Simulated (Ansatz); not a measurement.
# C2F8Ge (SMILES F[C](F)(F)[Ge]([F])([F])[C](F)(F)F): what the fields show

Input

```
crystal:
  periodic: [false, false, false]
  atoms:
    - {symbol: F, position_ang: [-2.192946, -0.289379, -0.773706]}
    - {symbol: C, position_ang: [-1.544324, -0.719023, 0.311380]}
    - {symbol: F, position_ang: [-2.372441, -0.642819, 1.349836]}
    - {symbol: F, position_ang: [-1.227100, -2.002074, 0.122175]}
    - {symbol: Ge, position_ang: [0.112109, 0.375088, 0.617296]}
    - {symbol: F, position_ang: [-0.356302, 1.996260, 0.905590]}
    - {symbol: F, position_ang: [0.876071, -0.187642, 2.042223]}
    - {symbol: C, position_ang: [1.458676, 0.359382, -0.872989]}
    - {symbol: F, position_ang: [1.878967, -0.885896, -1.108289]}
    - {symbol: F, position_ang: [0.915094, 0.831425, -1.997417]}
    - {symbol: F, position_ang: [2.517597, 1.107780, -0.575399]}
basis:
  gaussian: {orbitals: def2-TZVPP}
hamiltonian: {xc: pbe0, dispersion: d4}
output: {orbitals: {seedname: orbitals}}
```

Run with:

```sh
ansatz run in.yaml --threads 4 --pin off --events-out ev --progress --plain --max-ram 41984MiB --backend cuda --devices 0, --max-vram 37GiB
```

Geometry: PBE0-D4/def2-TZVP.

Level of theory: Ansatz, RKS PBE0-D4/def2-TZVPP.

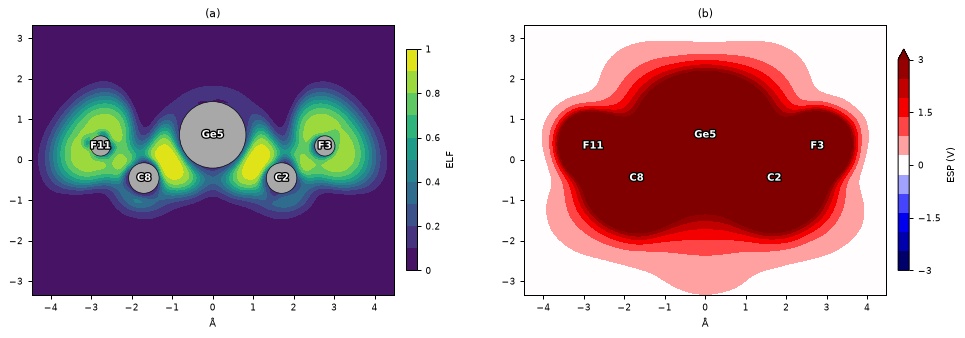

Figure 1. (a) electron localisation function; (b) electrostatic potential on the plane of atoms F3, C2 and Ge5. Grey discs cover the atomic cores in the ELF map.

> Describe what can be read from this map.

- The section cuts through C, F and Ge sites.
- C–F (1.33 Å): the ELF peaks at about 0.85 between the atoms, as expected for a shared but strongly polarised pair.
- C–Ge (2.01 Å): the ELF peaks at about 1 in the valence shell of C, 0.7 Å from its nucleus, and is about 0.85 at the midpoint.
- The ELF also peaks beside F11 and F3, away from the bonds: lone-pair regions.
- The potential has no marked negative region in this plane.

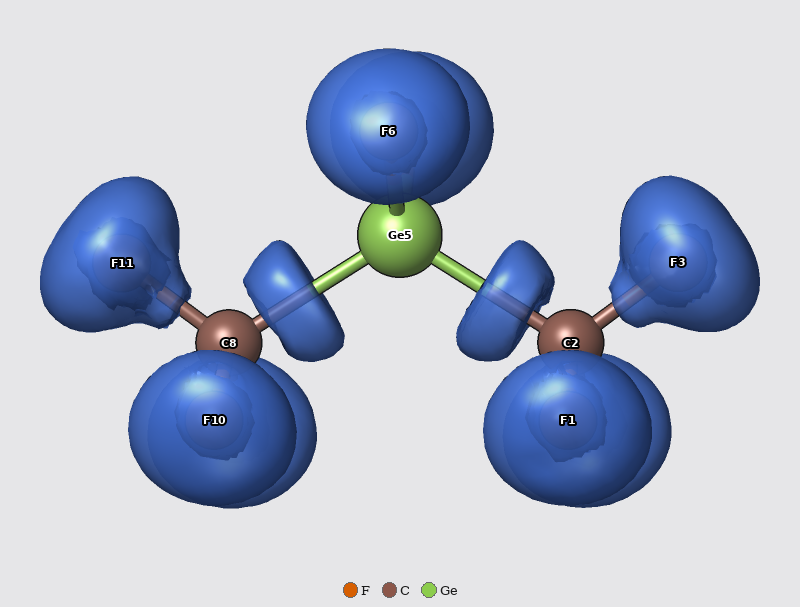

Figure 2. Isosurface of the electron localisation function at 0.75 (blue), seen across its widest extent. Core shells and regions of very low density are left out.

> Identify the bonds, lone pairs and shells in this picture.

The ELF exceeds this value in two lobes of the valence shell of C pointing towards Ge (polar bonds), six regions on F in which the atom's valence shell and bonds are merged and two regions wrapped around F (the valence shell of each). Along the contacts the grid gives the following. Ge–F (1.71 Å): the ELF peaks at about 0.80 in the valence shell of F, 0.5 Å from its nucleus, and is about 0.25 at the midpoint.

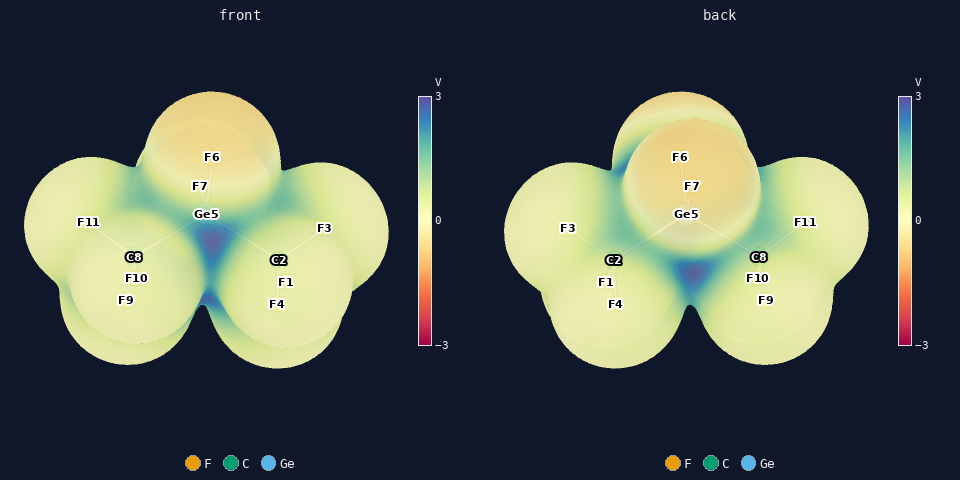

Figure 3. The molecular electrostatic potential painted on the density surface at 0.002 e/bohr³, seen from the front and from behind; red is negative and blue positive.

> Which sites attract a positive test charge, and which a negative one?

A positive charge is drawn to the negative regions and a negative charge to the positive ones. The most negative region (about −0.6 V, or −14 kcal/mol for a unit charge) lies over F6 and F7, the most positive (about +2.7 V, or +62 kcal/mol for a unit charge) over Ge5.

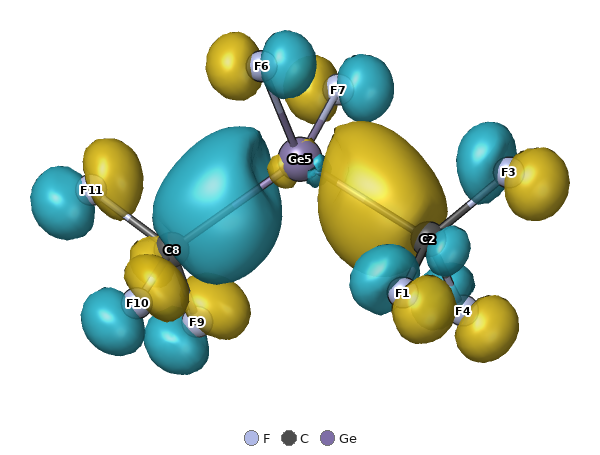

Figure 4. The HOMO at ±0.15 Å⁻³ᐟ² (yellow and cyan are the two phases), seen at a tilt.

> Where does this orbital lie, and at what energy?

Its weight (Hirshfeld) is mainly on Ge5 (about 15 %), C2 (about 15 %), C8 (about 15 %), F3 (about 10 %), F11 (about 10 %), F1 (about 5 %), F4 (about 5 %), F9 (about 5 %) and F10 (about 5 %). Its energy is −9.96 eV.
